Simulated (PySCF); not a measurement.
Input file:

```
{"job": {"kind": "nmr", "xc": "PBE0", "basis": "pcSseg-1"}, "charge": 0, "multiplicity": 1}
C      2.254153    -0.942306     0.291497
C      0.926127    -0.207271     0.416757
C      0.732024     0.804478    -0.716187
O     -0.545980     1.413849    -0.658825
B     -1.578926     0.758352    -0.085007
P     -3.230088     1.702612     0.116287
O     -1.496241    -0.488466     0.430075
C     -0.258578    -1.177547     0.397522
H      2.371944    -1.648808     1.109241
H      3.081226    -0.237461     0.320776
H      2.301824    -1.489875    -0.647118
H      0.891497     0.342338     1.364427
H      0.837554     0.308441    -1.689478
H      1.469893     1.610420    -0.651742
H     -4.050870     0.645521    -0.223200
H     -3.247866     2.243060    -1.154349
H     -0.228125    -1.794186    -0.509936
H     -0.238330    -1.836836     1.270938
```

Launched as:

```sh
OMP_NUM_THREADS=1 python probes_run.py task.json out
```

Geometry: GFN2-xTB.

Method: PySCF, PBE0/pcSseg-1, SCF density, gas phase, non-relativistic.

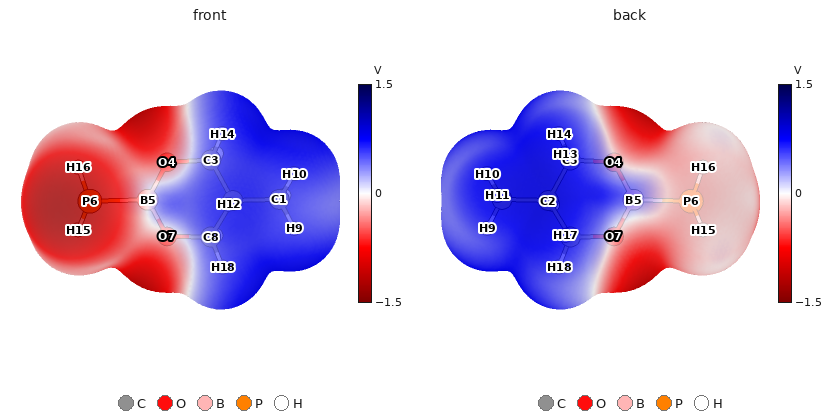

C4H10BO2P (SMILES CC1COB(P)OC1). The molecular electrostatic potential painted on the density surface at 0.001 e/bohr³, seen from the front and from behind; red is negative and blue positive.

Q: Where is the surface potential most negative and most positive?

A: The most negative region (about −1.3 V) lies over P6, the most positive (about +0.9 V) over H11, H13 and H17.
